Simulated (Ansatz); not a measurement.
A computed series for hypothetical CdI2 type HfO2: pressure series

Take HfO$_{2}$ in the CdI2 type structure (space group P-3m1, No. 164; a = 3.208 Å, c = 4.515 Å; a hypothetical phase, not in the database extracts checked; layered, stacked along the Cartesian z axis) as the base.

Cell and atoms are relaxed at each pressure.

The values are results of plane-wave PAW DFT at the PBEsol-D3(BJ) level (Ansatz, an electronic-structure program, 420 eV), without spin-orbit coupling, not measurements.

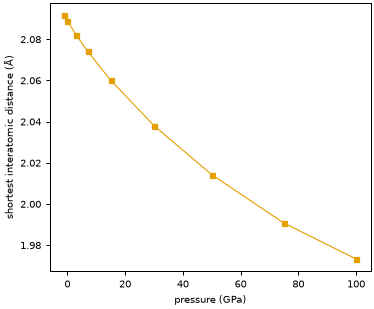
Fig. 1. Shortest interatomic distance against pressure

```json
[
 {"pressure (GPa)": "-1", "shortest interatomic distance": "2.092 Å"},
 {"pressure (GPa)": "3", "shortest interatomic distance": "2.082 Å"},
 {"pressure (GPa)": "7", "shortest interatomic distance": "2.074 Å"},
 {"pressure (GPa)": "15", "shortest interatomic distance": "2.060 Å"},
 {"pressure (GPa)": "30", "shortest interatomic distance": "2.038 Å"},
 {"pressure (GPa)": "50", "shortest interatomic distance": "2.014 Å"},
 {"pressure (GPa)": "75", "shortest interatomic distance": "1.991 Å"},
 {"pressure (GPa)": "100", "shortest interatomic distance": "1.973 Å"}
]
```

From pressure 50 GPa on, the axis ratios lie over 15 % from the base's, so the cell there is far from its starting form. Load acts through the strain it causes; cell and atoms are relaxed under it. Stability against distortions was not tested. No other phases were tried under pressure.
